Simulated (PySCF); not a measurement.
H2Al2F4, singlet at its PBE0/def2-SVP optimised geometry (Å):

```
8

Al    -1.5589     1.1920    -1.6224
Al    -0.3661    -0.3410     0.0000
H     -0.9632     1.2833     0.0000
F     -0.6410     2.1344    -2.6191
F     -3.2094     1.1918    -1.6219
H     -0.9626    -0.4325    -1.6220
F      1.2844    -0.3410     0.0000
F     -1.2844    -1.2833     0.9965
```

Level of theory: PySCF with PBE0/def2-TZVP. Cells within 0.4 Å of a nucleus heavier than hydrogen are left out (blank, or x).

Map of the LUMO amplitude (bohr^(-3/2)) on the plane z = 0.0 Å; orbital energy -1.86 eV, overall sign arbitrary:

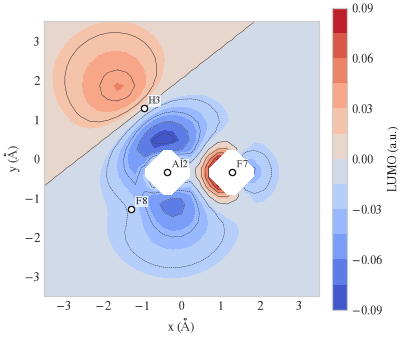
Figure. LUMO amplitude (bohr^(-3/2)) on the plane z = 0.0 Å.
